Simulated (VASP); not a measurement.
Band structure of HfPd (space group Cmcm). Level of theory: PBEsol GGA, VASP's PBE PAW potentials (set 64) (plane waves; VASP).

Unless said otherwise, spin-orbit coupling is left out, though it shifts the bands of the heavy elements here.

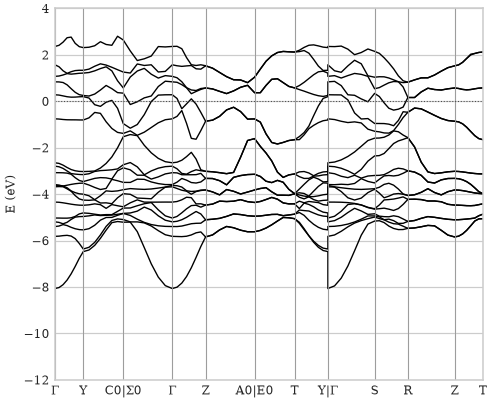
Figure: Bands along high-symmetry lines, zero at the valence-band maximum or, without a gap, the Fermi level

Task: Read the plot: is there a gap, and where are the band edges?

Result: It has no gap at this level: it comes out as a metal or semimetal. (Edges off the drawn lines would not show.)

The structure comes from a computed database's HfPd entry (Cmcm); how it stands against other phases isn't given here. It was relaxed first.
